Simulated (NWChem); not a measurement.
**[H2PO2]− (SMILES O=[PH2][O-]): levels of theory compared**

Aim: a comparison of 6 runs (HF/3-21G, HF/def2-SVP, BP86/6-31G, B3LYP/6-31G*, PBE0/def2-SVP, CCSD(T)/6-31G) of [H2PO2]−. 

The calculation is run with NWChem 7.3.0.

## 1. The molecule

[H2PO2]−: 5 atoms, total charge -1, spin state singlet. SMILES: `O=[PH2][O-]`. The coordinates come from a GFN2-xTB relaxation.

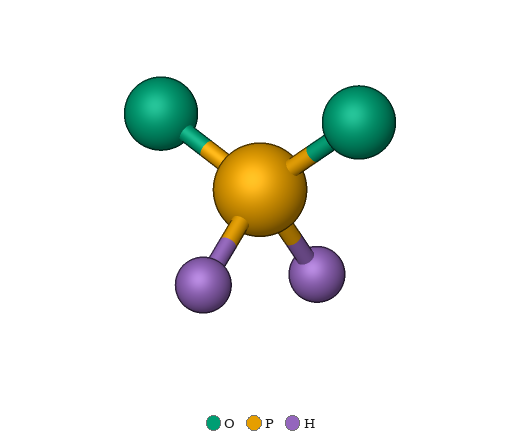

The structure, seen from a chosen angle (oxygen teal, phosphorus amber, hydrogen purple).

## 2. Energy and forces at HF/3-21G (run 1)

Input file work.nw:

```
start work
memory stack 880 mb heap 220 mb global 1100 mb
charge -1
geometry units angstroms noautosym nocenter noautoz
  O    -0.569750    0.418060    1.344900
  P     0.023990   -0.029410    0.067110
  O     1.087130   -1.056140    0.105400
  H    -0.993470   -0.417790   -0.831230
  H     0.452100    1.085290   -0.686190
end
basis spherical bse
  * library 3-21G
end
scf
  thresh 1e-08
  maxiter 80
  noprint "final vectors analysis"
end
task scf gradient
```

On the command line:

```sh
$ nwchem work.nw > work.out
```

The log of the run:

```text
[...]
  functions       =    35
[...]
  wavefunction    = RHF
[...]
         Total SCF energy =   -488.964786462690
      One-electron energy =   -919.548173072516
      Two-electron energy =    312.704100075174
 Nuclear repulsion energy =    117.879286534652
        Time for solution =      0.9s
[...]
                         RHF ENERGY GRADIENTS
    atom               coordinates                        gradient
                 x          y          z           x          y          z
   1 O      -1.076671   0.790019   2.541492    0.052771  -0.042011  -0.090892
   2 P       0.045335  -0.055577   0.126820    0.022603  -0.027841   0.063717
   3 O       2.054378  -1.995815   0.199177   -0.081595   0.077513   0.009749
   4 H      -1.877386  -0.789509  -1.570797    0.010154   0.003464   0.009439
   5 H       0.854345   2.050901  -1.296711   -0.003932  -0.011126   0.007987
[...]
```

Run time: 1.8 s. Hardware: 1 thread of Intel Xeon Platinum 8259CL at 2.50GHz (Skylake/Cascade Lake), shared host; peak memory 0.1 GiB.

## 3. Energy and gradient at HF/def2-SVP (run 2)

Input file h2o2p.xyz:

```xyz
5
H2O2P
O     -0.569750     0.418060     1.344900
P      0.023990    -0.029410     0.067110
O      1.087130    -1.056140     0.105400
H     -0.993470    -0.417790    -0.831230
H      0.452100     1.085290    -0.686190
```

Input file run.py:

```python
from ase.io import read
from ase.calculators.nwchem import NWChem

molecule = read('h2o2p.xyz')

calc = NWChem(
    label='h2o2p',
    theory='scf',
    memory='2200 mb',
    basis='def2-SVP',
    basispar='spherical bse',
    charge=-1,
    scf={'nopen': '0', 'rhf': None, 'thresh': '1e-08', 'maxiter': '80', 'print': 'low'},
)
molecule.calc = calc

forces = molecule.get_forces()
print("Total energy (eV):", round(molecule.get_potential_energy(), 6))
print("forces (eV/A):")
for s, f in zip(molecule.symbols, forces):
    print(f"{s:2s} {f[0]:10.5f} {f[1]:10.5f} {f[2]:10.5f}")
```

On the command line:

```sh
$ export ASE_NWCHEM_COMMAND="nwchem PREFIX.nwi > PREFIX.nwo"
$ python run.py
```

The log of the run:

```text
Total energy (eV): -13372.557615
forces (eV/A):
O    -0.65440    0.60843    0.24240
P     0.31671   -0.39436    0.87680
O     0.51088   -0.42716   -0.63409
H    -0.43477   -0.25397   -0.27855
H     0.26153    0.46707   -0.20656
```

The calculator wrote h2o2p.nwi:

```
title "h2o2p"

permanent_dir h2o2p

scratch_dir h2o2p

start h2o2p

geometry units angstrom nocenter noautosym noautoz
  O  -5.6974999999999998e-01 4.1805999999999999e-01 1.3449000000000000e+00
  P  2.3990000000000001e-02 -2.9409999999999999e-02 6.7110000000000003e-02
  O  1.0871299999999999e+00 -1.0561400000000001e+00 1.0539999999999999e-01
  H  -9.9346999999999996e-01 -4.1778999999999999e-01 -8.3123000000000002e-01
  H  4.5210000000000000e-01 1.0852900000000001e+00 -6.8618999999999997e-01
end

charge -1

memory 2200 mb

basis spherical bse noprint
   * library def2-SVP
end

scf
  nopen 0
  rhf
  thresh 1e-08
  maxiter 80
  print low
end

task scf gradient
```

h2o2p.nwo:

```text
Northwest Computational Chemistry Package (NWChem) 7.3.0
             --------------------------------------------------------

           Job information
           ---------------

    nwchem branch   = 7.3.0
    use scalapack   = T
    input           = h2o2p.nwi
    prefix          = h2o2p.
    data base       = h2o2p/h2o2p.db
    status          = startup
    nproc           =        1

           Memory information
           ------------------

    heap     =     72089594 doubles =      550.0 Mbytes
    stack    =     72089599 doubles =      550.0 Mbytes
    global   =    144179200 doubles =     1100.0 Mbytes (distinct from heap & stack)
    total    =    288358393 doubles =     2200.0 Mbytes
    verify   = yes
    hardfail = no

[... 37 lines left out ...]
            Nuclear Dipole moment (a.u.)
[... 64 lines left out ...]
       Final RHF  results
[... 2 lines left out ...]
         Total SCF energy =   -491.432432098368
      One-electron energy =   -922.924325390461
      Two-electron energy =    313.612606757440
 Nuclear repulsion energy =    117.879286534652

        Time for solution =      4.8s

                              NWChem Gradients Module
                              -----------------------

                         RHF ENERGY GRADIENTS

    atom               coordinates                        gradient
                 x          y          z           x          y          z
   1 O      -1.076671   0.790019   2.541492    0.012726  -0.011832  -0.004714
   2 P       0.045335  -0.055577   0.126820   -0.006159   0.007669  -0.017051
   3 O       2.054378  -1.995815   0.199177   -0.009935   0.008307   0.012331
   4 H      -1.877386  -0.789509  -1.570797    0.008455   0.004939   0.005417
   5 H       0.854345   2.050901  -1.296711   -0.005086  -0.009083   0.004017

 Task  times  cpu:        6.1s     wall:        6.1s
 Total times  cpu:        6.1s     wall:        6.1s
```

Wall time 7.5 s (1 thread of Intel Xeon Platinum 8259CL at 2.50GHz (Skylake/Cascade Lake), shared host); peak memory 0.1 GiB.

Runs 3 to 5 aren't shown in full; the table further down has their settings and results.

## 4. The energy at CCSD(T)/6-31G (run 6)

Input file h2o2p.nw:

```
start h2o2p
memory stack 880 mb heap 220 mb global 1100 mb
charge -1

geometry noautosym nocenter noautoz
O    -0.569750    0.418060    1.344900
P     0.023990   -0.029410    0.067110
O     1.087130   -1.056140    0.105400
H    -0.993470   -0.417790   -0.831230
H     0.452100    1.085290   -0.686190
end

basis "ao basis" spherical bse
* library 6-31G
end

scf
singlet
rhf
thresh 1e-08
maxiter 80
end

ccsd
freeze core 7
maxiter 60
end

task ccsd(t) energy
```

On the command line:

```sh
$ nwchem h2o2p.nw > h2o2p.out
```

The log of the run:

```text
[...]
  functions       =    35
[...]
  wavefunction    = RHF
[...]
         Total SCF energy =   -491.414038316593
      One-electron energy =   -921.443562946634
      Two-electron energy =    312.150238095388
 Nuclear repulsion energy =    117.879286534652
        Time for solution =      4.2s
[...]
 Total MP2 energy:           -491.736114479740593
[...]
             energy      energy      error      ampl     ampl      Block
                                                time     time      time
[...]
 Total CCSD energy:           -491.740692076438108
[...]
 Total CCSD+T(CCSD) energy:           -491.750287161525080
[...]
 Total CCSD(T) energy:                -491.748441455534532
[...]
```

Run time: 14 s. Hardware: 1 thread of Intel Xeon Platinum 8259CL at 2.50GHz (Skylake/Cascade Lake), shared host; peak memory 0.11 GiB.

## 5. Overview of the runs

```csv
run,level,iteration cap,module,energy (Eh),largest force (eV/Å),wall time
1,HF/3-21G,80,scf,-488.964786,5.820,1.8 s
2,HF/def2-SVP,80,scf,-491.432432,1.012,7.5 s
3,BP86/6-31G,100,dft,-492.884896,8.814,13 s
4,B3LYP/6-31G* (spherical functions),100,dft,-493.050027,2.309,20 s
5,PBE0/def2-SVP,100,dft,-492.536071,2.197,19 s
6,CCSD(T)/6-31G,80,ccsd(t),-491.748441,–,14 s
```

## 6. Results

```
                                                    quantity          value
                                         run 6: total energy  -491.74844 Eh
                  run 6: HOMO energy (Hartree–Fock orbitals)       -5.27 eV
                  run 6: LUMO energy (Hartree–Fock orbitals)       11.36 eV
run 6: HOMO–LUMO gap (to an unbound level, set by the basis)       16.63 eV
          run 6: correlation energy (7 core orbitals frozen)     -334.4 mEh
                                       run 6: (T) correction      -7.75 mEh
```

What this shows: Totals of different functionals can't be ranked against each other. In run 3 the HOMO lies above zero, so the outermost electron may be held by the basis alone. All runs together took 75 s, the longest 20 s.
